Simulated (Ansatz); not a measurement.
Consider HfBF.

The calculation's input:

```
crystal:
  lattice:
    - [3.3420330313, 0.0, 0.0]
    - [0.0, 3.3420330313, 0.0]
    - [0.0, 0.0, 6.4325126525]
  atoms:
    - { symbol: Hf, position: [0.0, 0.5, 0.2591313018] }
    - { symbol: Hf, position: [0.5, 0.0, 0.7408686982] }
    - { symbol: B, position: [0.0, 0.5, 0.6186877556] }
    - { symbol: B, position: [0.5, 0.0, 0.3813122444] }
    - { symbol: F, position: [0.0, 0.0, 0.0] }
    - { symbol: F, position: [0.5, 0.5, 0.0] }
basis:
  ecutwfc: 420
kpoints:
  mp_grid: { grid: [12, 12, 6] }
hamiltonian:
  xc: pbe
scf:
  occupations: { method: gaussian, width: 0.1 }
output:
  forces: true
  stress: true
  eigenvalues: true
  write_density: true
  write_potential: true
  elf: true
  volumetric_format: npy
relax:
  adjacent_minimum: "off"
  f_tol: 0.01
  max_steps: 80
  cell: { stress_tol: 0.05 }
```

Command:

```sh
ansatz run input.yaml --threads 1 --pin off --max-ram 2560MiB --backend cpu --events-out ev --progress --plain --runs-dir out
```

Below, planes, directions and counts refer to the conventional cell (a = 3.35 Å, b = 3.35 Å, c = 6.40 Å, α = 90.00°, β = 90.00°, γ = 90.00°).

The fields are those of the relaxed geometry.

Space group P4/nmm; a structure generated by program, which may or may not match a known phase.

Level of theory: DFT PBE, scalar-relativistic, plane waves, PAW in Ansatz.

Question: What can the converged valence pseudo-density and electron localisation function tell about the bonding?

Answer: Hf–B (2.34 Å): ρ at the midpoint is about 0.48 e/Å³; the ELF peaks at about 0.75 in the valence shell of B, 0.8 Å from its nucleus, and is about 0.30 at the midpoint.
Hf–F (2.37 Å): ρ at the midpoint is about 0.3 e/Å³; the ELF is about 0.05 at the midpoint: no localised pair shows between them.

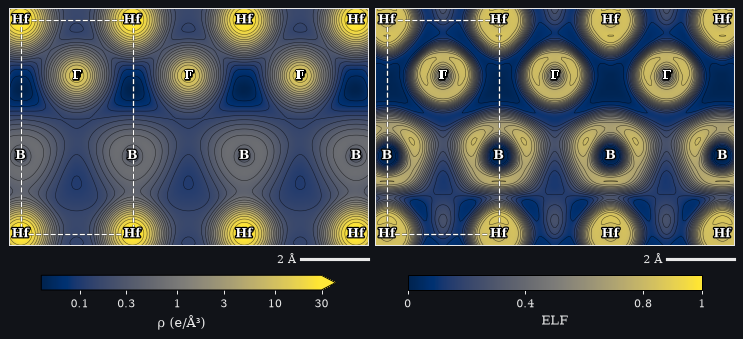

Computed valence pseudo-density and electron localisation function on the (100) plane of the conventional cell, in this order. 
